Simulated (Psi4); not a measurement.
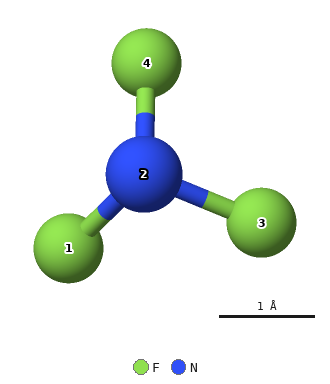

Fig. 1: The structure (ball-and-stick view, seen at a tilt; atoms are numbered from 1 in the order of the input). Bond lengths as drawn: F–N 1.36 Å.

## Single-point calculation, with input and output: NF₃

System: NF₃, SMILES FN(F)F.
Method: wB97X-D/heavy-aug-cc-pVDZ, RKS (Psi4 1.11).

The geometry comes from this level: PBE0-D4/def2-TZVP.

### Output
```
Psi4 1.11 release

   => Loading Basis Set <=

    Name: HEAVY-AUG-CC-PVDZ
    Role: ORBITAL
    Keyword: BASIS

   => WB97X-D: Empirical Dispersion <=

    Chai and Head-Gordon Dispersion Correction

        s6 =       1.000000

         ---------------------------------------------------------
                                   SCF
                              RKS Reference
                        1 Threads,   1525 MiB Core
         ---------------------------------------------------------

  ==> Geometry <==

    Molecular point group: c1
    Full point group: C1

    Geometry (in Bohr), charge = 0, multiplicity = 1:

       Center              X                  Y                   Z               Mass
    ------------   -----------------  -----------------  -----------------  -----------------
         F            1.207300827433    -0.009221397860     1.980805371842    18.998403162730
         N            0.714857097433    -0.149987097860    -0.538539698158    14.003074004430
         F           -1.155404852567    -1.911854357860    -0.625448208158    18.998403162730
         F           -0.578792722567     2.031626122140    -0.958417948158    18.998403162730

  Running in c1 symmetry.

  Rotational constants: A =      0.36200  B =      0.36198  C =      0.19811 [cm^-1]
  Rotational constants: A =  10852.55566  B =  10852.01151  C =   5939.18195 [MHz]
  Nuclear repulsion =  134.276059561418833

  Charge       = 0
  Multiplicity = 1
  Electrons    = 34
  Nalpha       = 17
  Nbeta        = 17

  ==> Algorithm <==

  SCF Algorithm Type is PK.
  DIIS enabled.
  MOM disabled.
  Fractional occupation disabled.
  Guess Type is SAD.
  Energy threshold   = 1.00e-06
  Density threshold  = 1.00e-06
  Integral threshold = 1.00e-12

  ==> Primary Basis <==

  Basis Set: HEAVY-AUG-CC-PVDZ
    Blend: HEAVY-AUG-CC-PVDZ
    Number of shells: 36
    Number of basis functions: 92
    Number of Cartesian functions: 100
    Spherical Harmonics?: true
    Max angular momentum: 2

  ==> DFT Potential <==

   => LibXC <=

    Version 7.1.2

   => Composite Functional: WB97X-D <=

    wB97X-D Hyb-GGA Exchange-Correlation Functional

    Deriv               =              1
    GGA                 =           TRUE
    Meta                =          FALSE

    Exchange Hybrid     =           TRUE
    MP2 Hybrid          =          FALSE

   => Exchange-Correlation Functionals <=

    1.0000   wB97X-D range-separated functional

   => Exact (HF) Exchange <=

    0.7780            HF,LR [omega = 0.2000]
    0.2220               HF

   => LibXC Density Thresholds  <==

    XC_HYB_GGA_XC_WB97X_D:  1.00E-14

   => Molecular Quadrature <=

    Radial Scheme          =       TREUTLER
    Pruning Scheme         =           NONE
    Nuclear Scheme         =       TREUTLER

    Blocking Scheme        =         OCTREE
    BS radius alpha        =              1
    Pruning alpha          =              1
    Radial Points          =             99
    Spherical Points       =            590
    Total Points           =         228879
    Total Blocks           =           1740
    Max Points             =            256
    Max Functions          =             92
    Weights Tolerance      =       1.00E-15

  ==> Integral Setup <==

  Using in-core PK algorithm.
   Calculation information:
      Number of atoms:                   4
      Number of AO shells:              36
      Number of primitives:            100
      Number of atomic orbitals:       100
      Number of basis functions:        92

      Integral cutoff                 1.00e-12
      Number of threads:                 1

  Performing in-core PK
  Using 27458343 doubles for integral storage.
  We computed 221805 shell quartets total.
  Whereas there are 222111 unique shell quartets.

  Computing range-separated integrals for PK
  We computed 221805 wK shell quartets total.
  Whereas there are 222111 wK unique shell quartets.

  ==> DiskJK: Disk-Based J/K Matrices <==

    J tasked:                  Yes
    K tasked:                  Yes
    wK tasked:                 Yes
    Omega:               2.000E-01
    Memory [MiB]:              565
    Schwarz Cutoff:          1E-12

  Cached 100.0% of DFT collocation blocks in 0.566 [GiB].

  Minimum eigenvalue in the overlap matrix is 2.0352366258E-03.
  Reciprocal condition number of the overlap matrix is 3.3052545773E-04.
    Using symmetric orthogonalization.

  ==> Pre-Iterations <==

  SCF Guess: Superposition of Atomic Densities via on-the-fly atomic UHF (no occupation information).

   -------------------------
    Irrep   Nso     Nmo
   -------------------------
     A         92      92
   -------------------------
    Total      92      92
   -------------------------

  ==> Iterations <==

                        Total Energy        Delta E     RMS |[F,P]|

   @RKS iter SAD:  -353.64323434035197   -3.53643e+02   0.00000e+00
   @RKS iter   1:  -353.93607871020890   -2.92844e-01   5.82281e-03 ADIIS/DIIS
   @RKS iter   2:  -353.87326988550950    6.28088e-02   7.84784e-03 ADIIS/DIIS
   @RKS iter   3:  -354.03478047678874   -1.61511e-01   4.39450e-04 ADIIS/DIIS
   @RKS iter   4:  -354.03538769604222   -6.07219e-04   8.03846e-05 DIIS
   @RKS iter   5:  -354.03542231948387   -3.46234e-05   1.94723e-05 DIIS
   @RKS iter   6:  -354.03542451036816   -2.19088e-06   6.32718e-06 DIIS
   @RKS iter   7:  -354.03542474534953   -2.34981e-07   1.11470e-06 DIIS
   @RKS iter   8:  -354.03542475830392   -1.29544e-08   2.14737e-07 DIIS
  Energy and wave function converged.

  ==> Post-Iterations <==

   Electrons on quadrature grid:
      Ntotal   =   34.0000000567 ; deviation = 5.667e-08

    Orbital Energies [Eh]
    ---------------------

    Doubly Occupied:

       1A    -24.920603     2A    -24.920602     3A    -24.920576
       4A    -14.757482     5A     -1.506992     6A     -1.371280
       7A     -1.371275     8A     -0.941769     9A     -0.742827
      10A     -0.742825    11A     -0.694971    12A     -0.599104
      13A     -0.599102    14A     -0.551367    15A     -0.551366
      16A     -0.535814    17A     -0.452634

    Virtual:

      18A      0.083968    19A      0.083975    20A      0.086178
      21A      0.116079    22A      0.141472    23A      0.147949
      24A      0.147953    25A      0.239235    26A      0.239236
      27A      0.267681    28A      0.267682    29A      0.275410
      30A      0.338557    31A      0.347012    32A      0.353030
      33A      0.353030    34A      0.435170    35A      0.450631
      36A      0.450632    37A      0.687575    38A      0.742720
      39A      0.742724    40A      0.759417    41A      0.759422
      42A      0.897284    43A      1.038978    44A      1.038989
      45A      1.119573    46A      1.258851    47A      1.258860
      48A      1.287666    49A      1.298867    50A      1.326747
      51A      1.326751    52A      1.341979    53A      1.341993
      54A      1.361197    55A      1.386496    56A      1.414359
      57A      1.414360    58A      1.486989    59A      1.486992
      60A      1.702683    61A      1.702691    62A      1.733818
      63A      1.775262    64A      1.775278    65A      1.856621
      66A      1.909692    67A      2.126029    68A      2.208293
      69A      2.208341    70A      2.363297    71A      2.363302
      72A      2.495281    73A      2.547373    74A      2.547383
      75A      3.617379    76A      3.756133    77A      3.756142
      78A      4.435816    79A      4.485073    80A      4.485078
      81A      4.518525    82A      4.543658    83A      4.543663
      84A      4.570919    85A      4.641351    86A      4.641357
      87A      4.691565    88A      4.724432    89A      4.724438
      90A      4.785626    91A      4.811913    92A      4.811919

    Final Occupation by Irrep:
              A
    DOCC [    17 ]
    NA   [    17 ]
    NB   [    17 ]

  @RKS Final Energy:  -354.03542475830392

   => Energetics <=

    Nuclear Repulsion Energy =            134.2760595614188333
    One-Electron Energy =                -757.7991776240289710
    Two-Electron Energy =                 296.4677383043979262
    DFT Exchange-Correlation Energy =     -26.9798873605779868
    Empirical Dispersion Energy =          -0.0001576395137136
    VV10 Nonlocal Energy =                  0.0000000000000000
    Total Energy =                       -354.0354247583039182

Computation Completed

Properties will be evaluated at   0.000000,   0.000000,   0.000000 [a0]

Properties computed using the SCF density matrix

 Multipole Moments:

 ------------------------------------------------------------------------------------
     Multipole            Electronic (a.u.)      Nuclear  (a.u.)        Total (a.u.)
 ------------------------------------------------------------------------------------

 L = 1.  Multiply by 2.5417464519 to convert [e a0] to [Debye]
 Dipole X            :         -0.2020853            0.2619290            0.0598436
 Dipole Y            :          0.0424633           -0.0549564           -0.0124931
 Dipole Z            :          0.1522534           -0.1973249           -0.0450716
 Magnitude           :                                                    0.0759525

 ------------------------------------------------------------------------------------

	total time  =         12 seconds =       0.20 minutes

    Psi4 run time: 0:00:12.66
```

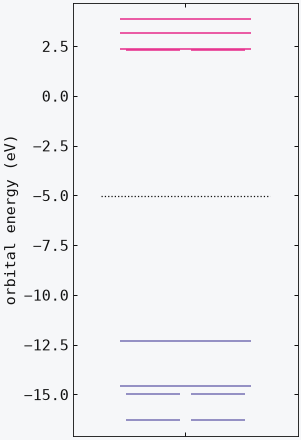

Fig. 2: Orbital energies near the frontier; the dotted line parts filled from empty levels, and levels within 0.02 eV of each other stand side by side. Highest filled −12.32 eV, lowest empty 2.28 eV, 14.60 eV apart.

This output came from the following input.

### Input (calc.inp)
```
memory 1.6 GB

molecule {
  0 1
  F      1.16031074     0.00064251     2.01620549
  N      0.66786701    -0.14012319    -0.50313958
  F     -1.20239494    -1.90199045    -0.59004809
  F     -0.62578281     2.04149003    -0.92301783
  units bohr
  symmetry c1
}

set basis heavy-aug-cc-pVDZ
set puream true
set scf_type pk
set dft_radial_points 99
set dft_spherical_points 590

energy("wb97x-d")
```

Run as:
```bash
psi4 -n 1 calc.inp calc.out
```

### Results in brief

```json
{"quantity": "outcome", "value": "converged"}
{"quantity": "total energy", "value": "−354.035425 hartree"}
{"quantity": "dispersion energy", "value": "−0.000158 hartree"}
{"quantity": "basis functions", "value": "92"}
{"quantity": "HOMO", "value": "−12.32 eV"}
{"quantity": "LUMO", "value": "2.28 eV"}
{"quantity": "dipole moment", "value": "0.19 D"}
{"quantity": "hardware", "value": "1 thread of Intel Xeon @ 2.70GHz, 189 GiB of memory available, shared host"}
{"quantity": "wall time", "value": "14 s"}
{"quantity": "peak memory", "value": "1 GiB"}
```
